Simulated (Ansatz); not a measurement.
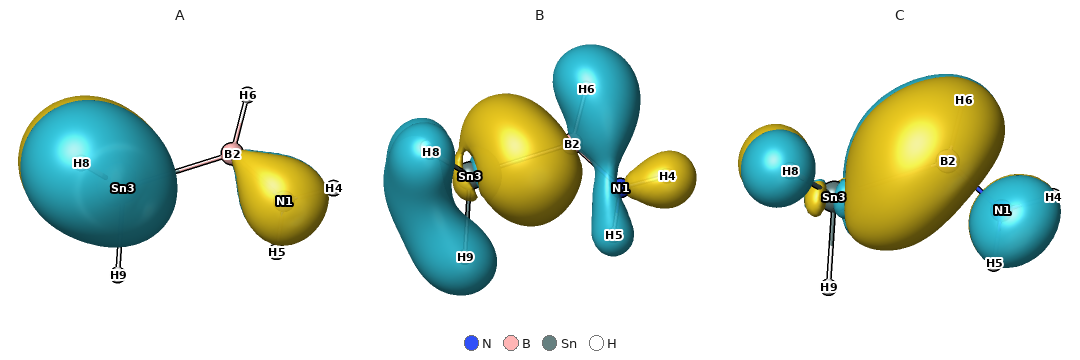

*BH$_{6}$NSn (SMILES N[BH][SnH3]). Three frontier orbitals at ±0.08 Å⁻³ᐟ² (yellow and cyan are the two phases), in no order.*

Geometry: PBE0-D4/def2-TZVP; core potentials replace the inner electrons of Sn.

These are results of RKS PBE0-D4/def2-TZVPP in Ansatz 0.2.0, not measurements.

```tsv
atom	x (Å)	y (Å)	z (Å)
N	-0.6200	1.1891	-1.1004
B	0.3134	0.1948	-0.8684
Sn	0.3247	-0.9051	1.0937
H	-0.6618	1.7070	-1.9642
H	-1.3209	1.4698	-0.4346
H	1.1002	-0.0541	-1.7355
H	1.8055	-0.7452	1.9368
H	0.0517	-2.5853	0.9136
H	-0.9043	-0.3176	2.1419
```

Order the three orbitals by energy and name them.

Answer. A is the HOMO−1 (−8.53 eV). By Hirshfeld shares it lies mainly on Sn3 (about 35 %), H8 (about 25 %), H7 (about 25 %) and N1 (about 10 %). B is the HOMO (−7.50 eV). By Hirshfeld shares it lies mainly on Sn3 (about 35 %), B2 (about 30 %), H6 (about 10 %) and H9 (about 5 %). C is the LUMO (−0.63 eV). Its weight (Hirshfeld) is mainly on B2 (about 45 %), Sn3 (about 25 %) and N1 (about 15 %).

What is the HOMO–LUMO gap?

Answer. 6.87 eV between the orbital energies.
